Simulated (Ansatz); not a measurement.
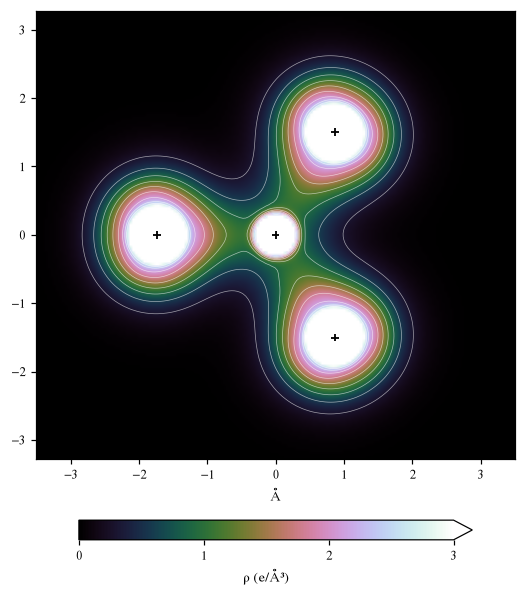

The total electron density on a plane through atoms (crosses mark nuclei in the plane).

Level of theory: RKS PBE0-D4/def2-TZVPP in Ansatz.

Candidates:
A. C2H3IO (SMILES CC(=O)I)
B. BCl3 (SMILES ClB(Cl)Cl)
C. GeH2O (SMILES [O]=[GeH2])

**Which system is this?**

Candidate B: BCl3 on the molecular plane, which holds Cl and B. B–Cl (1.74 Å): ρ at the midpoint is about 1.4 e/Å³.
